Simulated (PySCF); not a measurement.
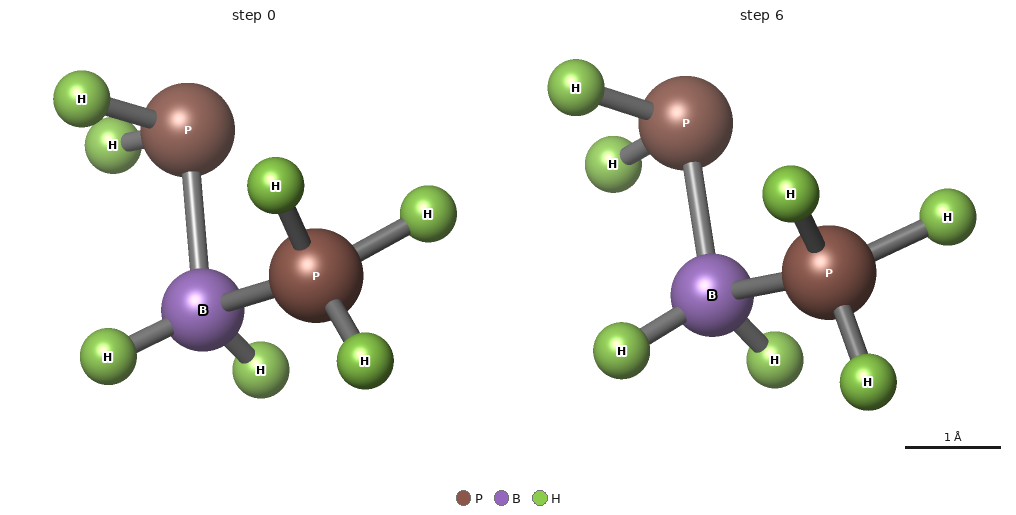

The structure of BP₂H₇ before (left) and after (right) a relaxation, at one scale.

A ball-and-stick model, seen from a free direction.

The start comes from GFN2-xTB. Its atoms were then displaced at random by about 0.01 Å.

Theory: PySCF 2.14.0, density-fitted response routines, PBE0-D3(BJ)/def2-SVP geometry optimisation, gas phase. 

What changed between the two?

Answer. The largest move after the best rigid fit is that of an H atom, 0.26 Å. By element the largest moves are H 0.26 Å, P 0.17 Å, B 0.16 Å. Near-neighbour distances that change, for instance: H–P 1.356 → 1.417 Å, H–P 1.384 → 1.426 Å, B–H 1.184 → 1.218 Å, H–P 1.397 → 1.415 Å. Bond angles that change, for instance: P–B–P 95.7° → 105.4°, B–P–H 127.2° → 117.9°, P–B–H 107.2° → 101.7°. Over 6 geometry steps the energy falls by 0.207 eV.
